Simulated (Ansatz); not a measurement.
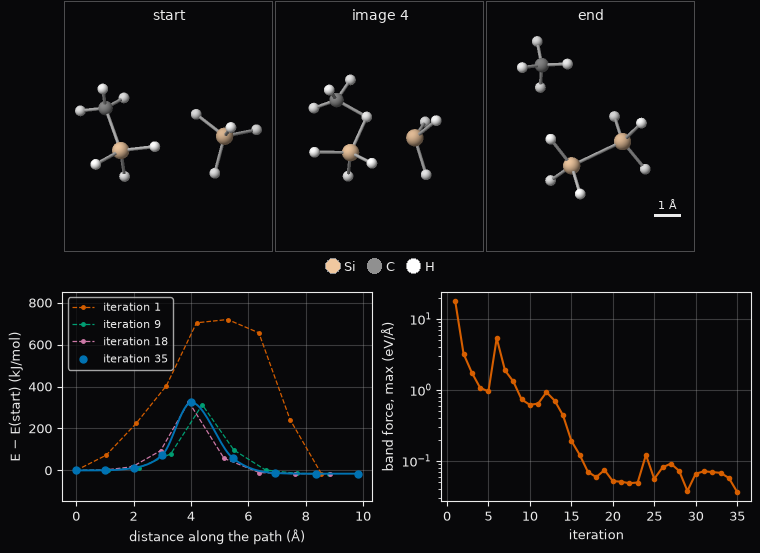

A nudged-elastic-band calculation for CH₁₀Si₂, made up at the start of CH6Si and SiH$_{4}$. Images are numbered from 0 (start) to 8 (end). The plot follows the band through its iterations. Style: ball-and-stick. Shown at a tilt.

Level of theory: Ansatz, RKS PBE0/def2-SVP. Settings: 7 movable images; climbing image; force threshold 0.05 eV/Å; iteration limit 60; starting path through a guess of the saddle point.

### Judge this run.

The result is final at these settings. The band converged in 35 iterations. The largest component of the band force went from 18 to 0.037 eV/Å. The climbing image converged on the top of the path. Its vibrational analysis gives one imaginary mode (1456i cm⁻¹), as a transition state must have. The first iteration put the highest image at 720.0 kJ/mol. The energy climbs by 324.0 kJ/mol to image 4 and then falls by 339.7 kJ/mol, so the end point sits at −15.6 kJ/mol.

Limits of the set-up: the start holds two separate molecules, 2.9 Å apart at their closest, whose relative position is a soft coordinate and is computed without a dispersion correction.

Cost: 6.6 min on 2 threads of Arm Neoverse V2, on a shared host, peak memory 0.23 GiB.
